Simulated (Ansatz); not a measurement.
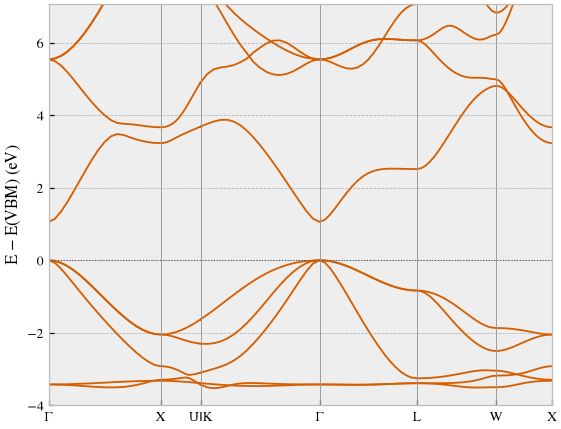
Band structure from LDA (plane waves, PAW; program Ansatz)

Read off the gap and where the band edges lie.

About 1.1 eV (1.06 eV by a search for the band edges); maximum at Γ, minimum at Γ.

Pick the material that matches.
A. CuCl, zinc blende
B. Si, diamond
C. AgI, zinc blende

C, AgI, zinc blende

Space group F-43m (zinc blende). Symmetry was held in the LDA relaxation. The run is not spin-polarised. Scalar-relativistic: spin–orbit coupling is off unless named, which matters more the heavier the elements.

Potentials: the earlier of the program's two PAW sets. The files were generated under PBE; for other functionals the program regenerates the frozen cores, and for LDA and PBEsol the local potential too.
